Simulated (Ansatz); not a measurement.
# H2CClF (P2_1): the gap up the ladder of methods, part 2 of 2

Aim: the gap of H2CClF (P2_1) at several levels of theory on one structure, with the time that each takes.

Ansatz 0.2.0; density functionals, hybrids and G0W0, plane waves, PAW. Known limits of the many-body steps: finite bands, screening cutoff and k mesh; no spin-orbit coupling in G0W0; crude mesh.

So far. Step 5 (r2SCAN on the 6×6×4 mesh): Over mesh and listed points the gap is 6.575 eV, from k = (-0.500, 0.450, 0.000) to k = (-0.500, 0.000, 0.000). The least direct gap found is 6.623 eV, at k = (-0.500, 0.000, 0.000). On the 6×6×4 mesh alone the same run gives 6.578 eV, so that mesh misses an edge of r2SCAN: 6.578 − 6.575 = +0.003 eV. r2SCAN against PBE: 6.575 − 5.993 = +0.582 eV.

In doubt: masses and optical values from hybrid runs of this build are listed as unsure (step 10), which bears on the screening that GW takes from such a start.

## 7. PBE0 on the 4×4×2 mesh

PBE0 mixes in a quarter of exact exchange at all distances.

This step: DFT, PBE0, plane waves, PAW.

Input file input.yaml:

```yaml
crystal:
  lattice:
    - [5.0206, 0.0, 0.0]
    - [0.0, 4.1477, 0.0]
    - [-2.1143188253, 0.0, 6.4288463713]
  atoms:
    - { symbol: H, position: [0.2853907074, 0.3914333251, 0.1553547444] }
    - { symbol: H, position: [0.7146092926, 0.8914333251, 0.8446452556] }
    - { symbol: H, position: [0.5708661695, 0.1079278767, 0.2708692269] }
    - { symbol: H, position: [0.4291338305, 0.6079278767, 0.7291307731] }
    - { symbol: C, position: [0.3461441783, 0.1407585261, 0.1942650717] }
    - { symbol: C, position: [0.6538558217, 0.6407585261, 0.8057349283] }
    - { symbol: Cl, position: [0.1665216804, 0.0025228448, 0.3683413112] }
    - { symbol: Cl, position: [0.8334783196, 0.5025228448, 0.6316586888] }
    - { symbol: F, position: [0.2645503672, 0.9578574273, 0.0149998989] }
    - { symbol: F, position: [0.7354496328, 0.4578574273, 0.9850001011] }
kpoints:
  mp_grid: { grid: [4, 4, 2] }
  band_path:
    path:
      - [0.0, 0.0, 0.0]
      - [0.0, 0.5, 0.0]
      - [0.0, 0.5, 0.5]
      - [0.0, 0.0, 0.5]
      - [-0.5, 0.0, 0.5]
      - [-0.5, 0.5, 0.5]
      - [-0.5, 0.5, 0.0]
      - [-0.5, 0.0, 0.0]
      - [-0.5, 0.45, 0.0]
    npoints: 1
hamiltonian:
  xc: pbe0
scf:
  occupations: { method: fixed }
  n_extra_bands: 7
output:
  eigenvalues: true
```

Run with:

```
$ ansatz run input.yaml --threads 3 --pin off --max-ram 92160MiB --backend cuda --events-out ev --progress --plain --runs-dir out --devices 1 --max-vram 13GiB  # rebuilt from the run's record
```

Numbers of over 12 decimals in the logs are rounded to 6 here.

Output:

```text
[...]
GPUs: using 1 of 1 available (devices: 1).
[...]
GPU FFT provider: cuFFT
GPU libraries: cuBLAS 13.8.2, cuFFT 12.4.0, cuSOLVER 12.3.4
Crystal: 10 atoms, lattice volume = 133.874 Å³
Basis set: ecut = 420 eV, 2603 PW (Γ)
Bands: 27, of which v1, the nominal top of the filled ones, is band 20 counted from 1 (19 counted from 0)
Symmetry: 2 space group operations
[...]
k-points: 18 of 32 (time reversal used)
[...]
Fermi energy:    -2.141847 eV
[...]
--- Band table (eV; the first three rows and the last of 18) ---
  k-point 0: bands = [... 16 lower, -2.9195, -2.9025, -2.8753, -2.3679, 6.7640, 7.0347, 7.3286, 8.6771, ... 3 higher]
  k-point 1: bands = [... 16 lower, -3.0733, -2.7826, -2.7656, -2.3911, 6.8183, 6.9143, 7.5507, 8.1303, ... 3 higher]
  k-point 2: bands = [... 16 lower, -2.9936, -2.9472, -2.7484, -2.3676, 6.7099, 7.0805, 7.7527, 8.8082, ... 3 higher]
  k-point 17: bands = [... 16 lower, -2.9331, -2.9331, -2.1429, -2.1429, 7.0017, 7.0017, 8.1980, 8.1980, ... 3 higher]
[key lines of the parts left out:]
Free energy (F): -4343.437126 eV
```

Wall time 19 s (1 × NVIDIA H100 80GB HBM3 (shared by 6 runs) with 3 threads of AMD EPYC 7R13 (Zen 3), shared host); peak memory 1.3 GiB.

This step gave:

* gap: 8.533 eV
* valence top at: k = (-0.500, 0.450, 0.000)
* conduction bottom at: Y_2
* least direct gap: 8.562 eV
* exact-exchange fraction: 0.25

Over mesh and listed points the gap is 8.533 eV, from k = (-0.500, 0.450, 0.000) to k = (-0.500, 0.000, 0.000). The least direct gap found is 8.562 eV, at k = (-0.500, 0.000, 0.000). On the 4×4×2 mesh alone the same run gives 8.538 eV, so that mesh misses an edge of PBE0: 8.538 − 8.533 = +0.005 eV. PBE0 against HSE06: 8.533 − 7.750 = +0.783 eV, with the same mesh, files and cutoff, and both edges at the same k points.

## 8. DDH-PBE0 on the 4×4×2 mesh

The input asks for a share of exact exchange of one over the crystal's ε∞, which the program works out first.

This step: DFT, dielectric-dependent PBE0 (fraction 1/eps_inf of PBE), plane waves, PAW.

input.yaml: that of step 7 with these lines changed.

```diff
@@ -16,2 +16,3 @@
     - { symbol: F, position: [0.7354496328, 0.4578574273, 0.9850001011] }
+  host: atoms
 kpoints:
@@ -31,3 +32,6 @@
 hamiltonian:
-  xc: pbe0
+  xc:
+    exchange: pbe
+    correlation: pbe
+    exx: { coeff: inverse_dielectric }
 scf:
```

Output:

```text
[...]
the fraction of exact exchange is that of a crystal of H4C2Cl2F2
GPUs: using 1 of 1 available (devices: 1).
[...]
a weight of exact exchange comes from the crystal, and the text's number only plans the run
Solving k-mesh 4×4×2 for the fraction of exact exchange
[...]
Fermi energy:    -3.327420 eV
[...]
--- Band table (eV; the first three rows and the last of 18) ---
  k-point 0: bands = [... 16 lower, -4.1192, -4.1113, -4.0766, -3.5402, 7.5571, 7.8587, 8.0253, 9.5172, ... 3 higher]
  k-point 1: bands = [... 16 lower, -4.2829, -3.9848, -3.9659, -3.5589, 7.5899, 7.7858, 8.2145, 8.9517, ... 3 higher]
  k-point 2: bands = [... 16 lower, -4.1928, -4.1573, -3.9510, -3.5508, 7.4991, 7.9378, 8.5147, 9.6471, ... 3 higher]
  k-point 17: bands = [... 16 lower, -4.1371, -4.1371, -3.3274, -3.3274, 7.8596, 7.8596, 8.9457, 8.9457, ... 3 higher]
[key lines of the parts left out:]
Free energy (F): -4345.047483 eV
```

The job ended after 31 s (1 × NVIDIA H100 80GB HBM3 (shared by 6 runs) with 3 threads; peak memory 1.5 GiB; 49 s of CPU time).

Numbers from this step:

| Property | Result |
| --- | --- |
| gap | 10.53 eV |
| valence top at | k = (-0.500, 0.450, 0.000) |
| conduction bottom at | Y_2 |
| least direct gap | 10.54 eV |
| exact-exchange fraction | 0.4461 |

Over mesh and listed points the gap is 10.527 eV, from k = (-0.500, 0.450, 0.000) to k = (-0.500, 0.000, 0.000). The least direct gap found is 10.544 eV, at k = (-0.500, 0.000, 0.000). On the 4×4×2 mesh alone the same run gives 10.530 eV, so that mesh misses an edge of DDH-PBE0: 10.530 − 10.527 = +0.003 eV. DDH-PBE0 against PBE0: 10.527 − 8.533 = +1.994 eV, with the same mesh, files and cutoff, and both edges at the same k points.

## 9. G0W0@PBE, 4×4×2 mesh, 615 empty bands, screening to 160 eV

G0W0 replaces the xc potential by a self-energy built once from the orbitals of the start. Levels are corrected in the window of bands that the input names, at points of the mesh.

This step: G0W0 on PBE, plane waves, PAW.

input.yaml: that of step 8 with these lines changed.

```diff
@@ -16,26 +16,13 @@
     - { symbol: F, position: [0.7354496328, 0.4578574273, 0.9850001011] }
-  host: atoms
 kpoints:
   mp_grid: { grid: [4, 4, 2] }
-  band_path:
-    path:
-      - [0.0, 0.0, 0.0]
-      - [0.0, 0.5, 0.0]
-      - [0.0, 0.5, 0.5]
-      - [0.0, 0.0, 0.5]
-      - [-0.5, 0.0, 0.5]
-      - [-0.5, 0.5, 0.5]
-      - [-0.5, 0.5, 0.0]
-      - [-0.5, 0.0, 0.0]
-      - [-0.5, 0.45, 0.0]
-    npoints: 1
 hamiltonian:
-  xc:
-    exchange: pbe
-    correlation: pbe
-    exx: { coeff: inverse_dielectric }
+  xc: pbe
 scf:
   occupations: { method: fixed }
-  n_extra_bands: 7
-output:
-  eigenvalues: true
+gw:
+  n_empty_bands: 615
+  ecut_chi: 160.0
+  qp_bands: [v3, c3]
+  qp_kpoints: band_edges
+  screening: { model: contour_deformation }
```

Output:

```text
GPUs: using 1 of 1 available (devices: 1).
[...]
GPU FFT provider: cuFFT
GPU libraries: cuBLAS 13.8.2, cuFFT 12.4.0, cuSOLVER 12.3.4
Crystal: 10 atoms, lattice volume = 133.874 Å³
Basis set: ecut = 420 eV, 2603 PW (Γ)
Bands: 30, of which v1, the nominal top of the filled ones, is band 20 counted from 1 (19 counted from 0)
Symmetry: 2 space group operations
[...]
k-points: 18 of 32 (time reversal used)
[...]
1    19     -1.2484   -20.8088     2.4614   -16.0149  0.8112    -3.6422    -3.5809  root
[...]
17    20     -0.6445   -21.8703     2.4577   -17.1246  0.8163    -2.9833    -2.9324  root
    17    21      5.8940    -9.3250    -4.0039   -15.2451  0.8300     7.8402     7.8101  root
    17    22      5.8940    -9.3250    -4.0039   -15.2451  0.8300     7.8402     7.8101  root
    17    23      7.1943    -7.0034    -3.7735   -12.3974  0.8487     8.8354     8.8148  root
[key lines of the parts left out:]
SCF converged after 7 iterations
Free energy (F): -4341.608571 eV
Fermi energy:    -0.638675 eV
```

The job ended after 59 s (1 × NVIDIA H100 80GB HBM3 (shared by 6 runs) with 3 threads; peak memory 2.5 GiB; 1.8 min of CPU time).

This step gave:

```yaml
bands_summed: 635
rpa_eps_infinity_on_this_mesh_eigenvalues: 1.997, 2.022, 2.343
plane_waves_in_the_screening_matrix: 615
g0w0_gap_over_the_corrected_points: 10.03 eV
k_of_the_valence_top: -0.5, -0.5, 0
k_of_the_conduction_bottom: -0.5, 0, 0
starting_gap_on_the_mesh: 5.996 eV
z_at_the_valence_top: 0.8160
z_at_the_conduction_bottom: 0.8356
least_direct_g0w0_gap_over_the_corrected_points: 10.07 eV
```

Over all 18 irreducible mesh points the G0W0 gap is 10.027 eV, from k = (-0.500, -0.500, 0.000) to k = (-0.500, 0.000, 0.000). The PBE gap of this run on the mesh is 5.996 eV. The two states that bound the G0W0 gap lie that far apart at the start, so the correction of the gap is 10.027 − 5.996 = +4.031 eV.

## 10. G0W0@HSE06, 4×4×2 mesh, 285 empty bands, screening to 96 eV

This step: G0W0 on HSE06, plane waves, PAW.

input.yaml: that of step 9 with these lines changed.

```diff
@@ -19,3 +19,3 @@
 hamiltonian:
-  xc: pbe
+  xc: hse06
 scf:
@@ -23,4 +23,4 @@
 gw:
-  n_empty_bands: 615
-  ecut_chi: 160.0
+  n_empty_bands: 285
+  ecut_chi: 96
   qp_bands: [v3, c3]
```

Output:

```text
GPUs: using 1 of 1 available (devices: 1).
[...]
GPU FFT provider: cuFFT
GPU libraries: cuBLAS 13.8.2, cuFFT 12.4.0, cuSOLVER 12.3.4
Crystal: 10 atoms, lattice volume = 133.874 Å³
Basis set: ecut = 420 eV, 2603 PW (Γ)
Bands: 30, of which v1, the nominal top of the filled ones, is band 20 counted from 1 (19 counted from 0)
Symmetry: 2 space group operations
[...]
k-points: 18 of 32 (time reversal used)
[...]
1    18     -2.3722   -21.3839     2.3234   -17.6512  0.8435    -3.7947    -3.7815  root
     1    19     -2.3548   -20.8428     2.2698   -17.1347  0.8426    -3.8073    -3.7931  root
[...]
17    20     -1.7381   -21.6573     2.2645   -18.0209  0.8468    -3.1216    -3.1100  root
    17    21      6.6166    -8.7591    -3.3909   -13.8167  0.8614     8.2984     8.2834  root
    17    22      6.6166    -8.7591    -3.3909   -13.8167  0.8614     8.2984     8.2834  root
    17    23      7.8183    -6.0770    -3.1975   -10.5580  0.8778     9.1104     9.1018  root
[key lines of the parts left out:]
Free energy (F): -4342.673911 eV
Fermi energy:    -1.736869 eV
```

Run time: 67 s. Hardware: 1 × NVIDIA H100 80GB HBM3 (shared by 6 runs) with 3 threads; peak memory 1.8 GiB.

This step gave:

```yaml
bands_summed: 305
rpa_eps_infinity_on_this_mesh_eigenvalues: 1.855, 1.875, 2.133
plane_waves_in_the_screening_matrix: 299
g0w0_gap_over_the_corrected_points: 10.55 eV
k_of_the_valence_top: -0.5, -0.5, 0
k_of_the_conduction_bottom: 0.25, 0, -0.5
starting_gap_on_the_mesh: 7.754 eV
z_at_the_valence_top: 0.8467
z_at_the_conduction_bottom: 0.8733
least_direct_g0w0_gap_over_the_corrected_points: 10.67 eV
```

Over all 18 irreducible mesh points the G0W0 gap is 10.547 eV, from k = (-0.500, -0.500, 0.000) to k = (0.250, 0.000, -0.500). The HSE06 gap of this run on the mesh is 7.754 eV. Other states bound it: the two that bound the G0W0 gap lie 7.839 eV apart in HSE06, so state for state the correction is 10.547 − 7.839 = +2.708 eV, while gap against gap it is 10.547 − 7.754 = +2.793 eV. G0W0@HSE06 against G0W0@PBE with 305 bands (a further run, in the table below): 10.547 − 9.981 = +0.566 eV. Mesh, set of files and cutoffs are the same, but the conduction bottom lies at another k point, so this need not be the shift of one pair of states.

## 11. G0W0@r2SCAN, 4×4×2 mesh, 285 empty bands, screening to 96 eV

This step: G0W0 on r2SCAN, plane waves, PAW.

input.yaml: that of step 10 with these lines changed.

```diff
@@ -19,3 +19,3 @@
 hamiltonian:
-  xc: hse06
+  xc: r2scan
 scf:
```

Output:

```text
GPUs: using 1 of 1 available (devices: 1).
[...]
GPU FFT provider: cuFFT
GPU libraries: cuBLAS 13.8.2, cuFFT 12.4.0, cuSOLVER 12.3.4
Crystal: 10 atoms, lattice volume = 133.874 Å³
Basis set: ecut = 500 eV, 3397 PW (Γ), exchange–correlation on 160×128×200 points (64 copies of the dense FFT grid, shifted against one another)
Bands: 30, of which v1, the nominal top of the filled ones, is band 20 counted from 1 (19 counted from 0)
[...]
1    19     -1.6679   -20.8126     2.5216   -16.3975  0.8270    -3.5937    -3.5613  root
[...]
17    20     -1.0541   -21.7989     2.5395   -17.4285  0.8319    -2.9116    -2.8849  root
    17    21      6.0652    -9.2007    -3.6135   -14.8913  0.8453     8.1729     8.1424  root
    17    22      6.0652    -9.2007    -3.6135   -14.8913  0.8453     8.1729     8.1424  root
    17    23      7.3876    -6.6371    -3.4269   -11.7147  0.8632     9.0565     9.0383  root
[key lines of the parts left out:]
SCF converged after 7 iterations
Free energy (F): -4354.549556 eV
Fermi energy:    -1.050269 eV
```

Run time: 33 s. Hardware: 1 × NVIDIA H100 80GB HBM3 (shared by 6 runs) with 3 threads; peak memory 1.8 GiB; 55 s of CPU time.

This step gave:

```yaml
bands_summed: 305
rpa_eps_infinity_on_this_mesh_eigenvalues: 1.936, 1.959, 2.256
plane_waves_in_the_screening_matrix: 299
g0w0_gap_over_the_corrected_points: 10.28 eV
k_of_the_valence_top: -0.5, -0.5, 0
k_of_the_conduction_bottom: 0.25, 0, -0.5
starting_gap_on_the_mesh: 6.578 eV
z_at_the_valence_top: 0.8317
z_at_the_conduction_bottom: 0.8564
least_direct_g0w0_gap_over_the_corrected_points: 10.35 eV
```

Over all 18 irreducible mesh points the G0W0 gap is 10.283 eV, from k = (-0.500, -0.500, 0.000) to k = (0.250, 0.000, -0.500). The r2SCAN gap of this run on the mesh is 6.578 eV. Other states bound it: the two that bound the G0W0 gap lie 6.725 eV apart in r2SCAN, so state for state the correction is 10.283 − 6.725 = +3.558 eV, while gap against gap it is 10.283 − 6.578 = +3.705 eV. G0W0@r2SCAN against G0W0@HSE06 with 305 bands: 10.283 − 10.547 = −0.264 eV. The runs also differ in plane-wave cutoff (420 eV and 500 eV), so how much of this comes from the start alone is not known.

## 12. All levels together

Each gap is the least one over the points named; times are wall times on shared hosts, not benchmarks. A G0W0 time includes the run's own self-consistent start. Runs with listed points see these and the mesh alone, so an edge that moves elsewhere is missed. Rows marked * are further runs, not shown as steps, whose inputs differ from the G0W0 step on the same start in the columns given; solver thresholds can differ too.

| level | mesh | files, cutoff | bands summed, screening | points | gap (eV) | valence top | conduction bottom | least direct gap (eV) | time |
| --- | --- | --- | --- | --- | --- | --- | --- | --- | --- |
| LDA | 6×6×4 | soft_2 PAW, 420 eV | - | mesh and listed points | 5.756 | (-0.500, 0.450, 0.000) | (-0.500, 0.000, 0.000) | 5.814 | 4.5 s |
| PBEsol | 6×6×4 | soft_2 PAW, 420 eV | - | mesh and listed points | 5.909 | (-0.500, 0.450, 0.000) | (-0.500, 0.000, 0.000) | 5.967 | 6 s |
| PBE | 6×6×4 | soft_2 PAW, 420 eV | - | mesh and path | 5.993 | (-0.500, 0.450, 0.000) | (-0.500, 0.000, 0.000) | 6.043 | 7.5 s |
| r2SCAN | 6×6×4 | soft_2 PAW, 500 eV | - | mesh and listed points | 6.575 | (-0.500, 0.450, 0.000) | (-0.500, 0.000, 0.000) | 6.623 | 9.8 s |
| HSE06 | 4×4×2 | soft_2 PAW, 420 eV | - | mesh and listed points | 7.750 | (-0.500, 0.450, 0.000) | (-0.500, 0.000, 0.000) | 7.780 | 22 s |
| PBE0 | 4×4×2 | soft_2 PAW, 420 eV | - | mesh and listed points | 8.533 | (-0.500, 0.450, 0.000) | (-0.500, 0.000, 0.000) | 8.562 | 19 s |
| DDH-PBE0 | 4×4×2 | soft_2 PAW, 420 eV | - | mesh and listed points | 10.527 | (-0.500, 0.450, 0.000) | (-0.500, 0.000, 0.000) | 10.544 | 31 s |
| G0W0@PBE* | 4×4×2 | soft_2 PAW, 420 eV | 121, 48 eV | all 18 irreducible mesh points | 9.986 | (-0.500, -0.500, -0.500) | (0.250, 0.000, -0.500) | 10.032 | 14 s |
| G0W0@PBE* | 4×4×2 | soft_2 PAW, 420 eV | 305, 96 eV | all 18 irreducible mesh points | 9.981 | (-0.500, -0.500, 0.000) | (-0.500, 0.000, 0.000) | 10.024 | 27 s |
| G0W0@PBE | 4×4×2 | soft_2 PAW, 420 eV | 635, 160 eV | all 18 irreducible mesh points | 10.027 | (-0.500, -0.500, 0.000) | (-0.500, 0.000, 0.000) | 10.070 | 59 s |
| G0W0@PBE* | 2×2×2 | soft_2 PAW, 420 eV | 305, 96 eV | all 8 irreducible mesh points | 10.003 | (-0.500, -0.500, 0.000) | (-0.500, 0.000, 0.000) | 10.046 | 9.6 s |
| G0W0@HSE06 | 4×4×2 | soft_2 PAW, 420 eV | 305, 96 eV | all 18 irreducible mesh points | 10.547 | (-0.500, -0.500, 0.000) | (0.250, 0.000, -0.500) | 10.668 | 67 s |
| G0W0@r2SCAN | 4×4×2 | soft_2 PAW, 500 eV | 305, 96 eV | all 18 irreducible mesh points | 10.283 | (-0.500, -0.500, 0.000) | (0.250, 0.000, -0.500) | 10.351 | 33 s |

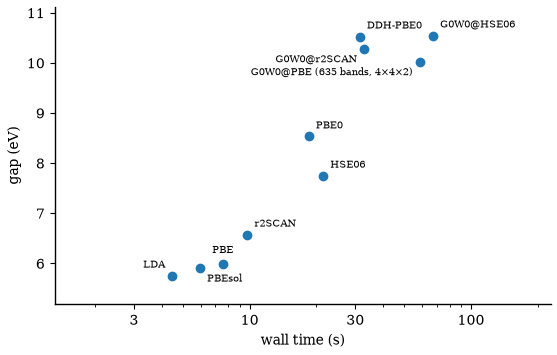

Gap against wall time for the runs shown as steps.

## 13. Results

* LDA, over mesh and listed points: 5.756 eV
* PBEsol, over mesh and listed points: 5.909 eV
* PBE, over mesh and path: 5.993 eV
* r2SCAN, over mesh and listed points: 6.575 eV
* HSE06, over mesh and listed points: 7.750 eV
* PBE0, over mesh and listed points: 8.533 eV
* DDH-PBE0, over mesh and listed points: 10.527 eV
* G0W0@PBE (635 bands, 4×4×2), over all 18 irreducible mesh points: 10.027 eV
* G0W0@HSE06, over all 18 irreducible mesh points: 10.547 eV
* G0W0@r2SCAN, over all 18 irreducible mesh points: 10.283 eV
* known limits: finite bands, screening cutoff and k mesh; no spin-orbit coupling in G0W0; crude mesh

In words: The rows run from 5.756 eV (LDA) to 10.547 eV (G0W0@HSE06). They differ in mesh, plane-wave cutoff, bands and screening cutoff of G0W0 and the points over which the gap was sought as well as in level, so only pairs that share these are like for like. PBEsol against LDA: 5.909 − 5.756 = +0.153 eV, with the same mesh, files and cutoff, and both edges at the same k points. PBE against PBEsol: 5.993 − 5.909 = +0.084 eV, with the same mesh, files and cutoff, and both edges at the same k points. PBE0 against HSE06: 8.533 − 7.750 = +0.783 eV, with the same mesh, files and cutoff, and both edges at the same k points. DDH-PBE0 against PBE0: 10.527 − 8.533 = +1.994 eV, with the same mesh, files and cutoff, and both edges at the same k points. The dielectric-dependent hybrid took 0.446 of exact exchange, against 0.25 in PBE0. G0W0@PBE (635 bands, 4×4×2) moves the gap of its own start on the mesh by 10.027 − 5.996 = +4.031 eV, between the same two levels. Over mesh and path, PBE puts the valence top at k = (-0.500, 0.450, 0.000), where no G0W0 correction was computed. The G0W0 gap over the whole zone is therefore not known from this run; at its settings it can only be equal to or under the 10.027 eV found, and no correction is carried over from another point. For the start itself the gap is 5.993 eV over mesh and path and 5.996 eV on the mesh of the G0W0 run, in runs that differ in mesh (6×6×4 and 4×4×2). G0W0@HSE06 moves the gap of its own start on the mesh by 10.547 − 7.754 = +2.793 eV, with other states at the edges (they lie 7.839 eV apart at the start). Over mesh and listed points, HSE06 puts the valence top at k = (-0.500, 0.450, 0.000), where no G0W0 correction was computed. The G0W0 gap over the whole zone is therefore not known from this run; at its settings it can only be equal to or under the 10.547 eV found, and no correction is carried over from another point. For the start itself the gap is 7.750 eV over mesh and listed points and 7.754 eV on the mesh of the G0W0 run. G0W0@r2SCAN moves the gap of its own start on the mesh by 10.283 − 6.578 = +3.705 eV, with other states at the edges (they lie 6.725 eV apart at the start). Over mesh and listed points, r2SCAN puts the valence top at k = (-0.500, 0.450, 0.000), where no G0W0 correction was computed. The G0W0 gap over the whole zone is therefore not known from this run; at its settings it can only be equal to or under the 10.283 eV found, and no correction is carried over from another point. For the start itself the gap is 6.575 eV over mesh and listed points and 6.578 eV on the mesh of the G0W0 run, in runs that differ in mesh (6×6×4 and 4×4×2). For G0W0@PBE: from 121 bands and 48 eV to 635 bands and 160 eV the gap moves by 10.027 − 9.986 = +0.041 eV (rung by rung 9.986, 9.981, 10.027 eV); bands and screening cutoff rise together, so their parts are not told apart. The states that bound the gap change along the series, so no limit is drawn and it is not known. The other G0W0 rows are shown at one basis each (305 bands), so their distance from the limit is not known here. With the 2×2×2 mesh in place of the 4×4×2 mesh and all else as in the G0W0@PBE row with 305 bands, the gap differs by 10.003 − 9.981 = +0.022 eV, and that of the start by 5.994 − 5.996 = −0.002 eV. The G0W0 runs are scalar-relativistic. G0W0@PBE runs of this series with other atomic data on the same mesh, not shown as steps, give 9.980 eV (hard PAW, 1050 eV, 305 bands, screening to 96 eV; the table's row with the same empty bands and screening cutoff has 9.981 eV); where bands and cutoffs differ too, the part of the files is not isolated. The 2×2×2 mesh is crude for this cell: the images of its supercell lie only 8 Å apart.

[Paths, hosts, dates, memory and timing lines, banners, echoed tables and standing remarks are left out of the program output.]

[Logs are printed without paths, hosts, clocks, repeated set-up lines and the standing remarks that a program may print on its own settings, such as how far it seeks lower states.]

[Runs of the session that timed out or met a known fault of the program may be left out.]

[Cells called generated may have been cut or substituted from an entry of the Crystallography Open Database or the Materials Project.]

[Hosts, paths, dates, database ids (printed as entryN), source tags and the programs' standing remarks are cut or masked in the printed files.]

[Where an RPA ε∞ is given, it is that of the G0W0 mesh and is not shown converged in it. Names of k-points follow the symmetry that the program found, which can be lower than the space group named. Band edges on a path are those of the sampled points; other points can move an edge, and change direct to indirect where valleys lie close.]

[Hybrid gaps are those of their k-mesh and are not shown converged in it.]
